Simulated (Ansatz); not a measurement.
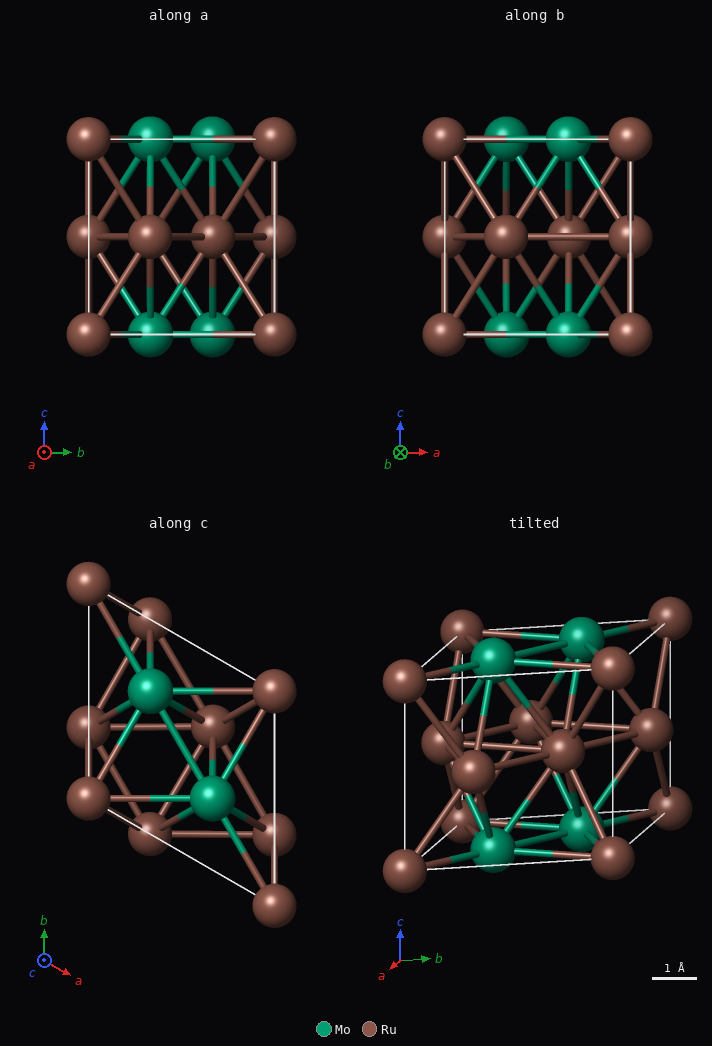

A ball-and-stick rendering, viewed along the a axis, along the b axis, along the c axis and slightly off an axis. The parallelepiped is the conventional unit cell.

Lattice parameters: a = 4.944 Å, b = 4.944 Å, c = 4.498 Å, α = 90.00°, β = 90.00°, γ = 120.00°.

Write down what is shown as a table of Wyckoff sites, with free fractional coordinates to two decimals.

Answer. Space group P-62m (No. 189).
| atom | site | x | y | z |
| --- | --- | --- | --- | --- |
| Mo | 2c | 0.6667 | 0.3333 | 0.00 |
| Ru | 1a | 0.00 | 0.00 | 0.00 |
| Ru | 3g | 0.00 | 0.33 | 0.50 |

Origin of the cell: a structure type filled with these elements by a generator (whether the compound takes this form wasn't checked). It was relaxed at fixed volume with Ansatz, DFT PBE, scalar-relativistic, plane waves, PAW.

At this level of theory the run's own cell isn't at rest (stretched, at -22 GPa), so its distances can differ from those at equilibrium, the more so the softer the solid.
